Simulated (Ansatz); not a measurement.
**SiHF (quintet): trial inputs and their diagnosis**

4 inputs are run for SiHF (quintet) as typed; the log has to tell whether the result can be used and what must change.

Method: the settings change from run to run; program: Ansatz 0.2.0, Gaussian basis.

37 further runs of the same task are left out: 14 for a known fault of the program, 12 that didn't finish, 11 set aside as unsound or not needed.

## (1) What is computed

The geometry is a PBE0/def2-TZVP stationary point (not a proven minimum) of the parent state, kept for this charge and spin.

3 atoms, charge 0, spin multiplicity 5.

Atoms are counted from 1 here; the program's logs count them from 0.

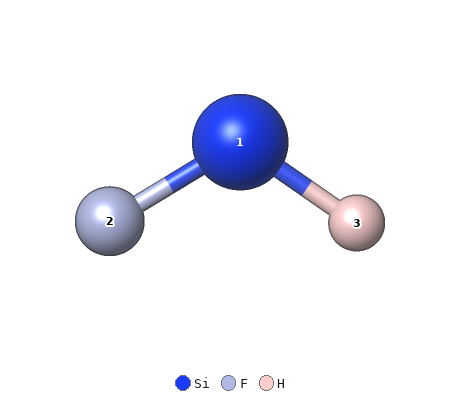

The structure; silicon blue, fluorine light blue, hydrogen pink; atoms are numbered from 1 in the order of the file.

## (2) Try 1

Contents of in.yaml:

```yaml
crystal:
  periodic: [false, false, false]
  atoms:
    - {symbol: Si, position_ang: [0.000000, -0.099697, 0.614355]}
    - {symbol: F, position_ang: [0.000000, 0.084478, -0.981128]}
    - {symbol: H, position_ang: [0.000000, 1.185681, 1.374490]}
basis:
  gaussian: {orbitals: STO-3G}
magnetization: {spin_polarized: false, initial_magnetization: 5}
correlation: {active_space: {ras: {orbitals: [3, 5, 1], electrons: 11, max_holes: 2, max_particles: 2}, fixed_orbitals: true}}
output: {forces: true}
```

Command:

```bash
> ansatz run in.yaml --threads 1 --pin off --events-out ev --progress --plain --max-ram 2393MiB
```

Standard output:

```text
Error: a molecule whose nuclei and cores have a total charge of 24 cannot have a net charge of 0 together with 5 unpaired electrons
```

Wall time 0.03 s (1 thread of Arm Neoverse V2, shared host).

Diagnosis: The run was refused. The number of unpaired electrons doesn't fit the electron count. Cure: make charge and initial_magnetization agree.

## (3) Try 2

Contents of in.yaml:

```yaml
crystal:
  periodic: [false, false, false]
  atoms:
    - {symbol: Si, position_ang: [0.000000, -0.099697, 0.614355]}
    - {symbol: F, position_ang: [0.000000, 0.084478, -0.981128]}
    - {symbol: H, position_ang: [0.000000, 1.185681, 1.374490]}
basis:
  gaussian: {orbitals: cc-pVDZ}
magnetization: {spin_polarized: false, initial_magnetization: 4}
hamiltonian: {xc: hf}
frozen_core: true
output: {orbitals: {seedname: orbitals}}
```

Launched as before.

Standard output:

```text
Error: YAML parse error: error: line 11 column 1: unknown field `frozen_core`, expected one of crystal, accuracy, basis, kpoints, hamiltonian, magnetization, projection, total_charge, correlation, batch, efield, external_charges, scf, relax, neb, saddle, md, ramp, phonons, dielectric, real_time, elastic, magnetic_configurations, gw, evaluate, workflow, output, checkpoint, execution
  --> <input>:11:1
   |
 9 | magnetization: {spin_polarized: false, initial_magnetization: 4}
10 | hamiltonian: {xc: hf}
11 | frozen_core: true
   | ^ unknown field `frozen_core`, expected one of crystal, accuracy, basis, kpoints, hamiltonian, magnetization, projection, total_charge, correlation, batch, efield, external_charges, scf, relax, neb, saddle, md, ramp, phonons, dielectric, real_time, elastic, magnetic_configurations, gw, evaluate, workflow, output, checkpoint, execution
12 | output: {orbitals: {seedname: orbitals}}
   |
```

Wall time 0.03 s (1 thread of Arm Neoverse V2, shared host).

**Diagnosis.** The run was refused. The input holds a key that the program doesn't read here. Cure: remove it or spell it as the reference does.

## (4) Try 3

Contents of in.yaml:

```yaml
crystal:
  periodic: [false, false, false]
  atoms:
    - {symbol: Si, position_ang: [0.000000, 0.134478, -0.931128]}
    - {symbol: F, position_ang: [0.000000, 0.084478, -0.981128]}
    - {symbol: H, position_ang: [0.000000, 1.185681, 1.374490]}
basis:
  gaussian: {orbitals: def2-mTZVP}
magnetization: {spin_polarized: false, initial_magnetization: 4}
correlation: {method: sc_nevpt2, electrons: outside_noble_gas, active_space: {window: {electrons: 6, orbitals: 8}}}
output: {forces: true}
```

Same command.

Standard output:

```text
Functional definition: HF
  name "HF"
  cite "Fock, Z. Phys. 61, 126 (1930) doi:10.1007/BF01340294"
  parent pbe
  exchange = exact_x
  correlation = 0
371 factors; integrals over basis functions are off by at most 1.6e-4 eV
mean field evaluation 1: about 6052.6755 eV, gradient 1.6e2 eV
mean field evaluation 2: about 6049.3326 eV, gradient 1.6e2 eV
mean field evaluation 4: about 6025.7829 eV, gradient 2.0e1 eV
mean field evaluation 8: about 6024.1059 eV, gradient 3.2e0 eV
mean field evaluation 16: about 6023.9826 eV, gradient 1.3e-3 eV
mean field evaluation 32: about 6047.1070 eV, gradient 1.6e2 eV
mean field evaluation 64: about 6033.8361 eV, gradient 1.6e1 eV
a density is far from that of the atoms, so the factors are made again for it
423 factors; integrals over basis functions are off by at most 5.4e-5 eV
mean field evaluation 96: about 6023.9802 eV, gradient 1.6e-3 eV
mean field evaluation 128: about 6048.1100 eV, gradient 1.6e2 eV
mean field evaluation 160: about 6033.1127 eV, gradient 1.6e1 eV
mean field 6023.98016690 eV, 221.3771879330 hartree, gradient 1.6e-6 eV, S^2 6.000000; 3 other end points of the search recorded, 0 dependent functions left out
reference 6023.98016690 eV, 221.3771879330 hartree; 14, 10 occupied and 30, 34 virtual orbitals, 423 factors
state 6023.18116891 eV, 221.3478252987 hartree
state 6023.18116891 eV, 221.3478252987 hartree; corrected 6020.65495695 eV, 221.2549887214 hartree
the calculation of the forces begins
Total energy: 6020.65495695 eV, 221.2549887214 hartree
Atom 0 at     0.000000     0.134478    -0.931128 Å, force     0.000000 228437.623527 228443.215760 eV/Å
Atom 1 at     0.000000     0.084478    -0.981128 Å, force    -0.000000 -228437.573950 -228442.855794 eV/Å
Atom 2 at     0.000000     1.185681     1.374490 Å, force    -0.000000    -0.049577    -0.359966 eV/Å
Dipole moment:     0.000000    -0.081076    -0.058609 e Å
```

It took 5.5 s on 1 thread of Arm Neoverse V2, shared host.

What is wrong: The run converged, which proves nothing about the input. One atom lies on top of another. The shortest distance is 0.07 Å, against 1.49 Å in the geometry of step 1. Its energy belongs to another geometry. Cure: restore its position.

## (5) Try 4

Contents of in.yaml:

```yaml
crystal:
  periodic: [false, false, false]
  atoms:
    - {symbol: Si, position_ang: [0.000000, -0.099697, 0.614355]}
    - {symbol: F, position_ang: [0.000000, 0.084478, -0.981128]}
    - {symbol: H, position_ang: [0.000000, 1.185681, 1.374490]}
basis:
  gaussian: {orbitals: cc-pVDZ, point_charges: [{charge: -0.50, position_ang: [4.174, -0.152, 0.717]}]}
magnetization: {spin_polarized: false, initial_magnetization: 4}
correlation: {active_space: {ras: {orbitals: [10, 4, 23], electrons: 24, max_holes: 2, max_particles: 2}, fixed_orbitals: true}}
output: {forces: true}
```

The command is unchanged.

Standard output:

```text
Functional definition: HF
  name "HF"
  cite "Fock, Z. Phys. 61, 126 (1930) doi:10.1007/BF01340294"
  parent pbe
  exchange = exact_x
  correlation = 0
357 factors; integrals over basis functions are off by at most 1.0e-3 eV
mean field evaluation 1: about -10571.8742 eV, gradient 1.6e1 eV
mean field evaluation 2: about -10571.9380 eV, gradient 1.7e1 eV
mean field evaluation 4: about -10573.5638 eV, gradient 6.1e0 eV
mean field evaluation 8: about -10573.9048 eV, gradient 6.5e-1 eV
mean field evaluation 16: about -10573.9301 eV, gradient 2.6e-6 eV
mean field evaluation 32: about -10573.3719 eV, gradient 4.6e-1 eV
mean field evaluation 64: about -10573.3497 eV, gradient 3.6e-1 eV
mean field evaluation 96: about -10573.3583 eV, gradient 4.8e-1 eV
mean field -10573.93006294 eV, -388.5847625458 hartree, gradient 6.5e-6 eV, S^2 6.000000; 8 other end points of the search recorded, 0 dependent functions left out
reference -10573.93006294 eV, -388.5847625458 hartree; 14, 10 occupied and 23, 27 virtual orbitals, 357 factors
```

Wall time 2.4 min (1 thread of Arm Neoverse V2, shared host).

Diagnosis: The run was cut at its time limit. The job is too large for the time given. Cure: a smaller basis or space, or a lower level; a longer limit helps only where the log shows it near its end.

## (6) How the runs ended

```tsv
try	level	ended	cause	time
1	CISD/STO-3G	refused	the number of unpaired electrons doesn't fit the electron count	0.03 s
2	HF/cc-pVDZ	refused	the input holds a key that the program doesn't read here	0.03 s
3	NEVPT2(6,8)/def2-mTZVP	converged	one atom lies on top of another	5.5 s
4	CISD/cc-pVDZ	cut at its time limit	the job is too large for the time given	2.4 min
```

2 refused, 1 converged, 1 cut at its time limit. The input that converges on a wrong geometry or spin is the dangerous one: no error points at it, so geometry and ⟨S²⟩ have to be checked.
